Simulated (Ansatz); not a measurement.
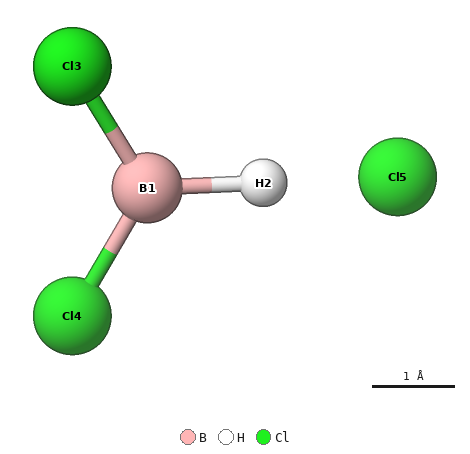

Figure 1. The input geometry (ball-and-stick view, seen at a tilt; atoms are numbered from 1 in the order of the input). Bond lengths as drawn: B–Cl 1.86 Å and B–H 1.44 Å.

**Run report: BHCl₃, geometry relaxation**

BHCl₃, multiplicity 2, computed with UKS revPBE/def2-SVP (Ansatz 0.2.0).

The input holds or restrains some coordinates. Forces given for the steps count only the free coordinates. It belongs to a series of runs on one base structure; here: pulled along the bonds that form and break, towards end A. Figures and captions count atoms from 1; the log counts them from 0 in places.

**Input**
```yaml
crystal:
  periodic: [false, false, false]
  atoms:
    - { symbol: B, position_ang: [0.0, 0.0, 0.0] }
    - { symbol: H, position_ang: [0.0, 0.0, 1.44] }
    - { symbol: Cl, position_ang: [1.6108, 0.0, -0.93] }
    - { symbol: Cl, position_ang: [-1.6108, 0.0, -0.93] }
    - { symbol: Cl, position_ang: [0.0, 0.0, 3.11] }
magnetization:
  spin_polarized: true
  initial_magnetization: 1
basis:
  gaussian: { orbitals: def2-SVP }
hamiltonian:
  xc: revpbe
relax:
  f_tol: 0.15
  max_steps: 25
  restrain:
    - { distance: [1, 4], at: 2.57, k: 30.0 }
    - { distance: [0, 1], at: 1.19, k: 30.0 }
output:
  orbitals: {}
```

Hardware: 2 threads of Intel Xeon (Sapphire Rapids), 32 GiB of memory available, shared host.

Launch command:
```bash
ansatz run input.yaml --threads 2 --pin off --max-ram 3072MiB --backend cpu --events-out ev --progress --plain --runs-dir out
```

**Output**
```
The last accepted step is kept in [file] (removed where the run ends without a failure and the disk answers)
Engine: ansatz 0.2.0, x86_64-unknown-linux-gnu
Functional definition: revPBE
  parameter kappa = 1.245
  parameter beta = 0.06672455060314922
  exchange = pbe_x(kappa = kappa, mu = beta*pi^2/3)
  correlation = pbe_c(beta = beta)
797 factors; their error is unknown
mean field evaluation 1: about -38240.7127 eV, gradient 8.3e0 eV
mean field evaluation 2: about -38240.3071 eV, gradient 1.2e1 eV
mean field evaluation 4: about -38241.2649 eV, gradient 1.0e0 eV
mean field evaluation 8: about -38241.2721 eV, gradient 3.1e-2 eV
mean field evaluation 16: about -38241.2285 eV, gradient 7.5e-5 eV
mean field evaluation 32: about -38239.5866 eV, gradient 4.9e-2 eV
mean field evaluation 64: about -38240.0219 eV, gradient 3.1e0 eV
mean field -38241.22848257 eV, -1405.3392258989 hartree, gradient 1.1e-5 eV, S^2 0.753305; 6 other end points of the search recorded, 0 dependent functions left out
the calculation of the forces begins
reference -38241.22851634 eV, -1405.3392271397 hartree; 29, 28 occupied and 44, 45 virtual orbitals, 797 factors
relax step   1: F+E_penalty+E_count = -38241.22848257 eV  Δ(F+E_penalty+E_count) = +0.000e0 eV  max|allowed force component| = 1.948e0 eV/Å  E_restraint = 13.08750000 eV  max|allowed force component, restraints' pulls added| = 3.510e1 eV/Å  Δτ_max = 0.0000 Å  (174 SCF iters, accepted)
  distance H 1 - Cl 4 = 1.6700 Å
  distance B 0 - H 1 = 1.4400 Å
these checks for a lower state are left out or cut short: starts, cluster_reference, orbital_swaps, neighbouring_geometries, increment
797 factors; their error is unknown
mean field -38241.39197586 eV, -1405.3452341663 hartree, gradient 1.6e-5 eV, S^2 0.751779; 0 other end points of the search recorded, 0 dependent functions left out
the calculation of the forces begins
reference -38241.39200933 eV, -1405.3452353965 hartree; 29, 28 occupied and 44, 45 virtual orbitals, 797 factors
relax step   2: F+E_penalty+E_count = -38241.39197586 eV  Δ(F+E_penalty+E_count) = -1.635e-1 eV  max|allowed force component| = 1.611e0 eV/Å  E_restraint = 4.16555049 eV  max|allowed force component, restraints' pulls added| = 1.782e1 eV/Å  Δτ_max = 0.1950 Å  (41 SCF iters, accepted)
  distance H 1 - Cl 4 = 2.0474 Å
  distance B 0 - H 1 = 1.2580 Å
these checks for a lower state are left out or cut short: starts, cluster_reference, orbital_swaps, neighbouring_geometries, increment
797 factors; their error is unknown
mean field -38241.43409369 eV, -1405.3467819681 hartree, gradient 6.9e-6 eV, S^2 0.751492; 0 other end points of the search recorded, 0 dependent functions left out
the calculation of the forces begins
reference -38241.43412688 eV, -1405.3467831878 hartree; 29, 28 occupied and 44, 45 virtual orbitals, 797 factors
relax step   3: F+E_penalty+E_count = -38241.43409369 eV  Δ(F+E_penalty+E_count) = -4.212e-2 eV  max|allowed force component| = 1.405e0 eV/Å  E_restraint = 0.53607600 eV  max|allowed force component, restraints' pulls added| = 6.767e0 eV/Å  Δτ_max = 0.2000 Å  (51 SCF iters, accepted)
  distance H 1 - Cl 4 = 2.3871 Å
  distance B 0 - H 1 = 1.2379 Å
these checks for a lower state are left out or cut short: starts, cluster_reference, orbital_swaps, neighbouring_geometries, increment
797 factors; their error is unknown
mean field evaluation 96: about -38241.4336 eV, gradient 1.4e-3 eV
mean field -38241.43359405 eV, -1405.3467636067 hartree, gradient 7.2e-6 eV, S^2 0.751465; 0 other end points of the search recorded, 0 dependent functions left out
the calculation of the forces begins
reference -38241.43362766 eV, -1405.3467648418 hartree; 29, 28 occupied and 44, 45 virtual orbitals, 797 factors
relax step   4: F+E_penalty+E_count = -38241.43359405 eV  Δ(F+E_penalty+E_count) = +4.996e-4 eV  max|allowed force component| = 7.288e-1 eV/Å  E_restraint = 0.00549208 eV  max|allowed force component, restraints' pulls added| = 3.440e-1 eV/Å  Δτ_max = 0.1260 Å  (55 SCF iters, accepted)
  distance H 1 - Cl 4 = 2.5538 Å
  distance B 0 - H 1 = 1.2001 Å
these checks for a lower state are left out or cut short: starts, cluster_reference, orbital_swaps, neighbouring_geometries, increment
797 factors; their error is unknown
mean field -38241.44566734 eV, -1405.3472072918 hartree, gradient 1.3e-6 eV, S^2 0.751480; 0 other end points of the search recorded, 0 dependent functions left out
the calculation of the forces begins
reference -38241.44570112 eV, -1405.3472085333 hartree; 29, 28 occupied and 44, 45 virtual orbitals, 797 factors
relax step   5: F+E_penalty+E_count = -38241.44566734 eV  Δ(F+E_penalty+E_count) = -1.207e-2 eV  max|allowed force component| = 5.618e-1 eV/Å  E_restraint = 0.00346245 eV  max|allowed force component, restraints' pulls added| = 5.784e-2 eV/Å  Δτ_max = 0.0356 Å  (57 SCF iters, accepted)
  distance H 1 - Cl 4 = 2.5642 Å
  distance B 0 - H 1 = 1.2040 Å
797 factors; their error is unknown
mean field evaluation 128: about -38241.4457 eV, gradient 1.3e-2 eV
mean field evaluation 160: about -38241.4340 eV, gradient 1.1e0 eV
```

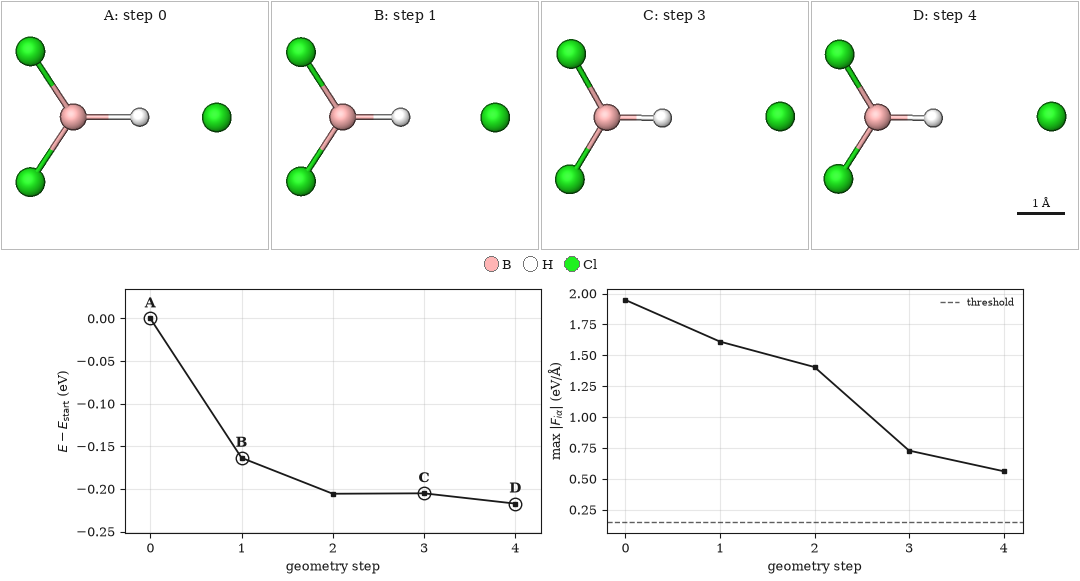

Figure 2. Frames of the restrained relaxation (ball-and-stick view, seen at a tilt) above the curves, on which the letters mark them (the first geometry is step 0 here and step 1 in the log).

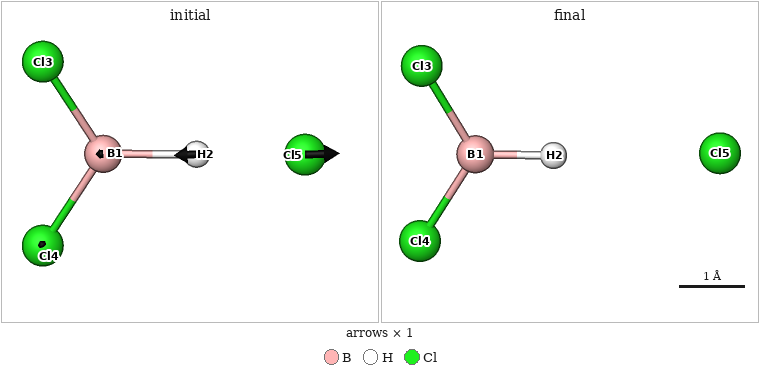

Figure 3. Before (left) and after (right) the restrained relaxation, at one scale (ball-and-stick view, seen at a tilt). The black arrows give the displacements, at true length. The largest move after the best rigid fit is that of Cl5, 0.54 Å. By element the largest moves are Cl 0.54 Å, H 0.36 Å, B 0.12 Å. Among the contacts that change: B1–H2 1.440 → 1.204 Å, B1–Cl3 1.860 → 1.748 Å. Among the angles that change: Cl3–B1–Cl4 120.0° → 122.6°. Over 4 geometry steps the energy falls by 0.217 eV. The largest force component goes from 1.9 to 0.56 eV/Å. (Atoms are counted from 1 in the order of the input.)

```
mean field -38241.44566734 eV, -1405.3472072918 hartree, gradient 1.3e-6 eV, S^2 0.751480; 9 other end points of the search recorded, 0 dependent functions left out
the calculation of the forces begins
reference -38241.44570112 eV, -1405.3472085333 hartree; 29, 28 occupied and 44, 45 virtual orbitals, 797 factors
Total energy: -38241.44570112 eV, -1405.3472085333 hartree
Atom 0 at    -0.005855     0.002020    -0.120726 Å, force     0.003089    -0.003152    -0.363478 eV/Å
Atom 1 at    -0.018481     0.010147     1.083225 Å, force    -0.000721     0.002844     0.561798 eV/Å
Atom 2 at     1.535492    -0.003451    -0.945173 Å, force    -0.002001    -0.000141    -0.006128 eV/Å
Atom 3 at    -1.531461    -0.003449    -0.974417 Å, force     0.002131    -0.000163    -0.007161 eV/Å
Atom 4 at     0.020304    -0.005267     3.647091 Å, force    -0.002499     0.000612    -0.185031 eV/Å
Dipole moment:    -0.002223     0.000711    -0.286340 e Å
```

**Trajectory as extended XYZ (Å, eV, eV/Å), 5 frames, from step=1 to step=5**
```
5
Properties=species:S:1:pos:R:3:forces:R:3 step=1 energy=-38241.22848
B     0.0000    0.0000    0.0000    0.0000   0.0000  -1.4590
H     0.0000    0.0000    1.4400    0.0000   0.0000  -0.5998
Cl    1.6108    0.0000   -0.9300   -1.9475   0.0000   1.3040
Cl   -1.6108    0.0000   -0.9300    1.9475   0.0000   1.3040
Cl    0.0000    0.0000    3.1100    0.0000   0.0000  -0.5492
5
Properties=species:S:1:pos:R:3:forces:R:3 step=2 energy=-38241.39198
B     0.0000    0.0000   -0.0130    0.0000   0.0000  -1.6107
H     0.0000    0.0000    1.2450    0.0000   0.0000  -0.1045
Cl    1.5927    0.0000   -0.9172   -1.5758   0.0000   0.9780
Cl   -1.5927    0.0000   -0.9172    1.5758   0.0000   0.9780
Cl    0.0000    0.0000    3.2924    0.0000   0.0000  -0.2407
5
Properties=species:S:1:pos:R:3:forces:R:3 step=3 energy=-38241.43409
B    -0.0010    0.0004   -0.1326    0.0056  -0.0002   1.4048
H    -0.0027    0.0013    1.1053    0.0007   0.0005   0.1568
Cl    1.5301   -0.0005   -0.8854    0.8304  -0.0002  -0.6312
Cl   -1.5296   -0.0005   -0.8897   -0.8360  -0.0002  -0.6371
Cl    0.0032   -0.0008    3.4924   -0.0007   0.0002  -0.2933
5
Properties=species:S:1:pos:R:3:forces:R:3 step=4 energy=-38241.43359
B    -0.0063    0.0060   -0.1364    0.0030  -0.0386   0.0400
H    -0.0179    0.0089    1.0636   -0.0081   0.0186   0.7288
Cl    1.5463   -0.0048   -0.9113    0.1726   0.0096  -0.2834
Cl   -1.5429   -0.0049   -0.9430   -0.1645   0.0096  -0.2811
Cl    0.0208   -0.0052    3.6171   -0.0030   0.0009  -0.2043
5
Properties=species:S:1:pos:R:3:forces:R:3 step=5 energy=-38241.44567
B    -0.0059    0.0020   -0.1207    0.0031  -0.0032  -0.3635
H    -0.0185    0.0101    1.0832   -0.0007   0.0028   0.5618
Cl    1.5355   -0.0035   -0.9452   -0.0020  -0.0001  -0.0061
Cl   -1.5315   -0.0034   -0.9744    0.0021  -0.0002  -0.0072
Cl    0.0203   -0.0053    3.6471   -0.0025   0.0006  -0.1850
```

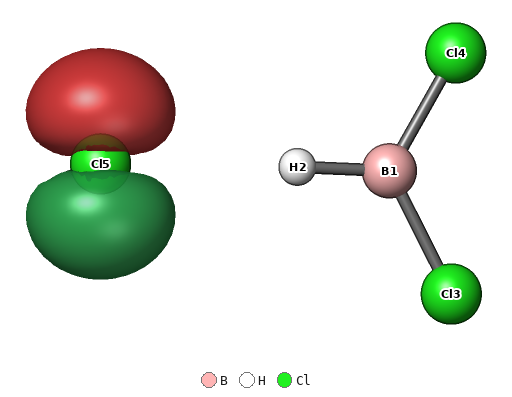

Figure 4. The HOMO (α) at ±0.2 Å⁻³ᐟ² (green and red are the two phases), seen at a tilt. Its energy is −7.43 eV.

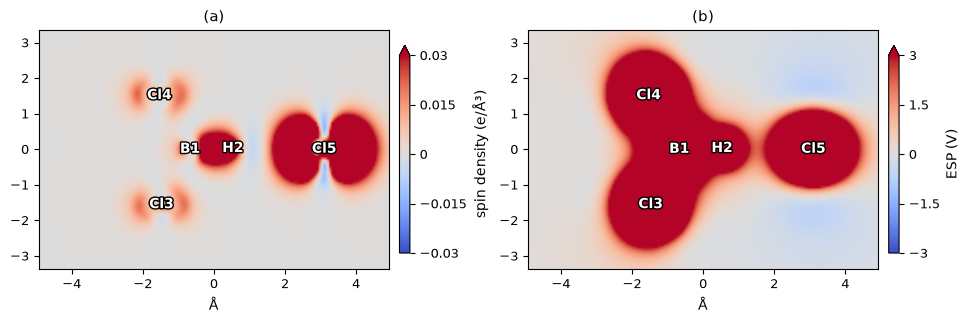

Figure 5. (a) spin density; (b) electrostatic potential on the molecular plane. The section cuts through B, H and Cl sites. The unpaired spin (1 electron) lies mostly on Cl5 (about 0.9), in electrons by Hirshfeld's partition.

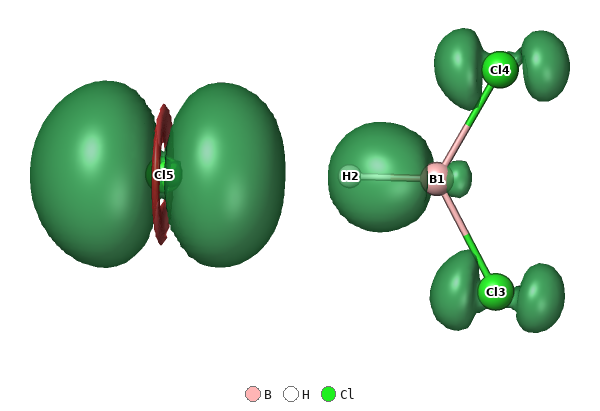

Figure 6. Isosurfaces of the spin density (α minus β) at +0.008 (green) and −0.008 e/Å³ (red), seen face on. The unpaired spin (1 electron) lies mostly on Cl5 (about 0.9), in electrons by Hirshfeld's partition.

**Summary**

| quantity | value |
| --- | --- |
| outcome | converged under the restraints of the input |
| total energy | −38241.4457 eV |
| mean-field energy | −38241.4457 eV |
| ⟨S²⟩ | 0.751 |
| largest force (length of the vector) at the end, held atoms and coordinates included | 0.562 eV/Å |
| wall time | 15 s (CPU time 29 s) |
| peak memory | 0.18 GiB |
